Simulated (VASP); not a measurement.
Band structure of NiSb (NiAs type). Level of theory: revTPSS meta-GGA, VASP's PBE PAW potentials (set 64) (plane waves; VASP).

Unless said otherwise, spin-orbit coupling is left out, though it shifts the bands of the heavy elements here.

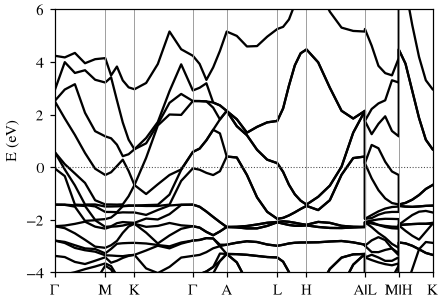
Bands along high-symmetry lines, zero at the valence-band maximum or, without a gap, the Fermi level

Read the plot: is there a gap, and where are the band edges?

It has no gap at this level: it comes out as a metal or semimetal.

The compound is NiSb in the NiAs type structure. It was relaxed first. The run is not spin-polarised, so no magnetic state was tried.
